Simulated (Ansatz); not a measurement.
The starting structures come from a database of crystals and need not be the phases stable at ambient conditions.

 Where the default PAW files enter, the runs use the earlier of Ansatz's two default sets.

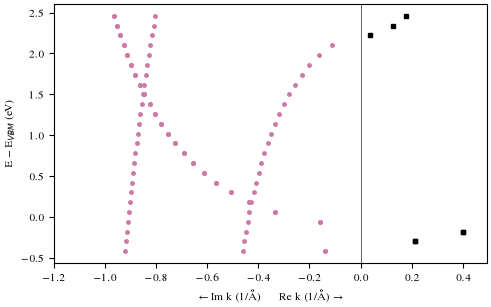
Figure. Complex bands at the centre of the two-dimensional zone; r2SCAN run with Ansatz (an electronic-structure program)

The gap is the functional's own. No spin-orbit coupling. Mid-gap values are interpolated on the energy grid.

This is Cd(HO)₂ (P-3m1, not sure to be the ambient phase, 5 atoms a cell, 10.0 Å³ an atom, -2 GPa at this level) along the normal of (001). Read off the slowest decay at the centre of the two-dimensional zone at 1.14 eV, the computed energy nearest the middle of the gap.

κ ≈ 0.33 1/Å, a decay length 1/(2κ) of the density of 1.5 Å.
